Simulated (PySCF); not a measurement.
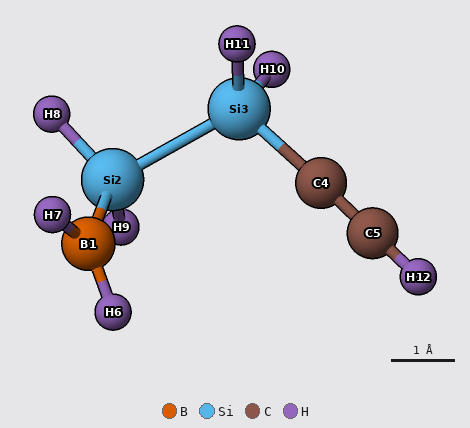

Figure 1. The structure (ball-and-stick view, seen at a tilt; atoms are numbered from 1 in the order of the input).

**Run report: C₂H₇BSi₂, energy and gradient calculation**

The run: energy and gradient calculation of C₂H₇BSi₂, SMILES B[SiH2][SiH2]C#C. Method and program: B3LYP/6-31G*, RKS (PySCF 2.14.0).

The geometry comes from this level: GFN2-xTB. Figures and captions count atoms from 1; the log counts them from 0 in places.

**What the program printed**
```
converged SCF energy = -684.157422219272
Final energy -684.157422219272
--------------- RKS gradients ---------------
         x                y                z
0 B     0.0098009739    -0.0036514146     0.0026582509
1 Si    -0.0212461167     0.0091705841    -0.0085626743
2 Si     0.0012553559    -0.0142473078     0.0156292646
3 C    -0.0018981938     0.0243565114    -0.0174352303
4 C     0.0012881044    -0.0113885456     0.0067197552
5 H     0.0019737310    -0.0115658385     0.0004369067
6 H     0.0086459578     0.0083058796     0.0017299562
7 H     0.0032332176     0.0071848504    -0.0012264087
8 H    -0.0019370495    -0.0076451322    -0.0012242146
9 H    -0.0062023594     0.0029480735    -0.0057184384
10 H     0.0039158773     0.0069080535     0.0001959076
11 H     0.0011704444    -0.0103773898     0.0067983146
----------------------------------------------
Dipole moment(X, Y, Z, Debye): -0.56497,  0.37138,  0.14080
 ** Mulliken pop  **
pop of  0  B 1s           1.99204
pop of  0  B 2s           0.58974
pop of  0  B 3s           0.50726
pop of  0  B 2px          0.64161
pop of  0  B 2py          0.70206
pop of  0  B 2pz          0.06532
pop of  0  B 3px          0.21298
pop of  0  B 3py          0.21192
pop of  0  B 3pz          0.04057
pop of  0  B 3dxx         0.02062
pop of  0  B 3dxy         0.00972
pop of  0  B 3dxz         0.00165
pop of  0  B 3dyy         0.03520
pop of  0  B 3dyz         0.00085
pop of  0  B 3dzz        -0.01067
pop of  1 Si 1s           1.99868
pop of  1 Si 2s           1.99056
pop of  1 Si 3s           1.04716
pop of  1 Si 4s           0.29004
pop of  1 Si 2px          1.98778
pop of  1 Si 2py          1.98768
pop of  1 Si 2pz          1.98735
pop of  1 Si 3px          0.71613
pop of  1 Si 3py          0.65508
pop of  1 Si 3pz          0.67686
pop of  1 Si 4px          0.13817
pop of  1 Si 4py          0.18368
pop of  1 Si 4pz          0.16675
pop of  1 Si 3dxx         0.00827
pop of  1 Si 3dxy         0.02447
pop of  1 Si 3dxz         0.01680
pop of  1 Si 3dyy         0.01266
pop of  1 Si 3dyz         0.02992
pop of  1 Si 3dzz         0.00088
pop of  2 Si 1s           1.99867
pop of  2 Si 2s           1.99114
pop of  2 Si 3s           1.06017
pop of  2 Si 4s           0.25356
pop of  2 Si 2px          1.98809
pop of  2 Si 2py          1.98688
pop of  2 Si 2pz          1.98712
pop of  2 Si 3px          0.68142
pop of  2 Si 3py          0.63365
pop of  2 Si 3pz          0.68493
pop of  2 Si 4px          0.17050
pop of  2 Si 4py          0.09594
pop of  2 Si 4pz          0.12545
pop of  2 Si 3dxx         0.03044
pop of  2 Si 3dxy         0.01996
pop of  2 Si 3dxz         0.01953
pop of  2 Si 3dyy         0.01457
pop of  2 Si 3dyz         0.04957
pop of  2 Si 3dzz         0.00273
pop of  3  C 1s           1.99218
pop of  3  C 2s           0.70583
pop of  3  C 3s           0.78595
pop of  3  C 2px          0.58882
pop of  3  C 2py          0.75174
pop of  3  C 2pz          0.64946
pop of  3  C 3px          0.36284
pop of  3  C 3py          0.05640
pop of  3  C 3pz          0.24504
pop of  3  C 3dxx        -0.02230
pop of  3  C 3dxy         0.00460
pop of  3  C 3dxz         0.00169
pop of  3  C 3dyy         0.00738
pop of  3  C 3dyz         0.00565
pop of  3  C 3dzz        -0.00993
pop of  4  C 1s           1.99188
pop of  4  C 2s           0.71732
pop of  4  C 3s           0.58654
pop of  4  C 2px          0.58857
pop of  4  C 2py          0.75291
pop of  4  C 2pz          0.65401
pop of  4  C 3px          0.39982
pop of  4  C 3py          0.17683
pop of  4  C 3pz          0.30287
pop of  4  C 3dxx        -0.02597
pop of  4  C 3dxy         0.00407
pop of  4  C 3dxz         0.00159
pop of  4  C 3dyy         0.01782
pop of  4  C 3dyz         0.00801
pop of  4  C 3dzz        -0.01002
pop of  5  H 1s           0.52451
pop of  5  H 2s           0.45952
pop of  6  H 1s           0.52465
pop of  6  H 2s           0.46375
pop of  7  H 1s           0.51000
pop of  7  H 2s           0.53847
pop of  8  H 1s           0.51006
pop of  8  H 2s           0.53166
pop of  9  H 1s           0.51240
pop of  9  H 2s           0.53371
pop of  10  H 1s          0.51314
pop of  10  H 2s          0.53767
pop of  11  H 1s          0.51780
pop of  11  H 2s          0.29696
 ** Mulliken atomic charges  **
charge of    0B =     -0.02086
charge of    1Si =      0.08106
charge of    2Si =      0.20570
charge of    3C =     -0.12535
charge of    4C =     -0.16625
charge of    5H =      0.01597
charge of    6H =      0.01159
charge of    7H =     -0.04846
charge of    8H =     -0.04172
charge of    9H =     -0.04612
charge of   10H =     -0.05080
charge of   11H =      0.18524
```

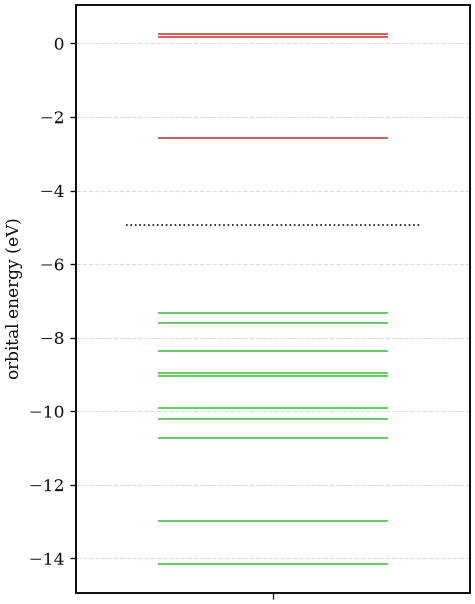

Figure 2. Orbital energies near the frontier; the dotted line parts filled from empty levels, and levels within 0.02 eV of each other stand side by side. Highest filled −7.33 eV, lowest empty −2.56 eV, 4.77 eV apart.

The run was set up as follows.

**Input (run.py)**
```python
from pyscf import gto, dft

mol = gto.M(
    atom=[
    ('B', (-1.918370, 0.083970, 1.111590)),
    ('Si', (-0.117390, -0.526010, 1.464650)),
    ('Si', (1.020880, -0.810510, -0.559530)),
    ('C', (0.869370, 0.725090, -1.580610)),
    ('C', (0.753130, 1.742610, -2.210740)),
    ('H', (-2.170390, 1.223250, 1.009600)),
    ('H', (-2.794670, -0.667780, 0.914570)),
    ('H', (0.014660, -1.823280, 2.159100)),
    ('H', (0.732780, 0.360660, 2.282690)),
    ('H', (2.464300, -1.048260, -0.422460)),
    ('H', (0.481540, -1.890590, -1.400580)),
    ('H', (0.664160, 2.630850, -2.768270)),
],
    charge=0,
    verbose=3,
    basis='6-31g*',
    spin=0,
    max_memory=1860,
    cart=True,
)

ks = dft.RKS(mol, xc='b3lyp')
ks.conv_tol = 1e-10
ks.grids.level = 5
ks.kernel()
if not ks.converged:
    ks = ks.newton().run(ks.mo_coeff, ks.mo_occ)

etot = ks.e_tot
print('Final energy', etot)
grad = ks.nuc_grad_method().kernel()
dip = ks.dip_moment()
pop, q = ks.mulliken_pop()
```

Launched with:
```bash
OMP_NUM_THREADS=1 python run.py
```

**Key numbers**

- outcome: converged
- total energy: −684.157422 hartree
- basis functions: 97
- largest force: 1.543 eV/Å
- HOMO: −7.33 eV
- LUMO: −2.56 eV
- dipole moment: 0.69 D
- hardware: 1 thread of Intel Xeon @ 2.50GHz (Skylake/Cascade Lake), 189 GiB of memory available, shared host
- wall time: 96 s
- peak memory: 1 GiB
